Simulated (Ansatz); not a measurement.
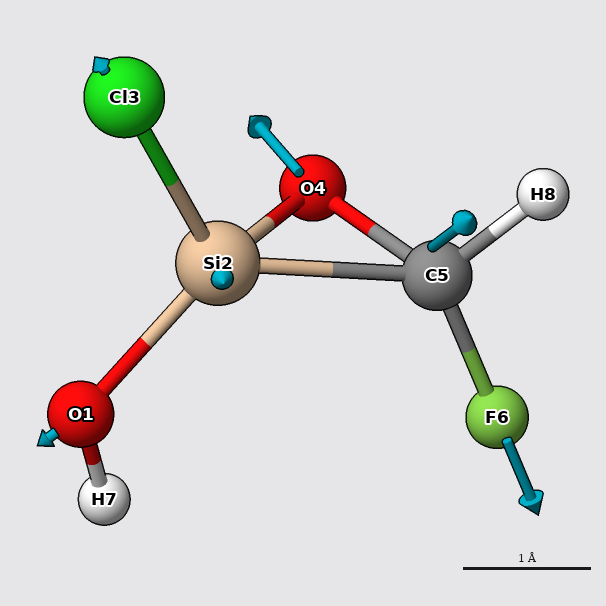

Arrows show the forces on the atoms, 2 Å of arrow for 1 eV/Å; forces under a tenth of the largest aren't drawn. Level of theory: r2SCAN-D4/def2-TZVPP (Ansatz 0.2.0).

Q: Which bond do the forces act along most?

A: O4–C5, now 1.459 Å: the forces push its atoms apart, so a first step downhill lengthens it.

List the force components in the frame of the picture (x right, y up, z towards the viewer), in eV/Å.

| atom | Fx | Fy | Fz |
| --- | --- | --- | --- |
| O1 | −0.08 | −0.06 | −0.01 |
| Si2 | 0.01 | −0.04 | 0.11 |
| Cl3 | −0.04 | 0.06 | 0.04 |
| O4 | −0.20 | 0.23 | −0.34 |
| C5 | 0.16 | 0.12 | 0.43 |
| F6 | 0.13 | −0.30 | −0.19 |
| H7 | 0.00 | −0.02 | −0.01 |
| H8 | 0.02 | 0.00 | −0.03 |
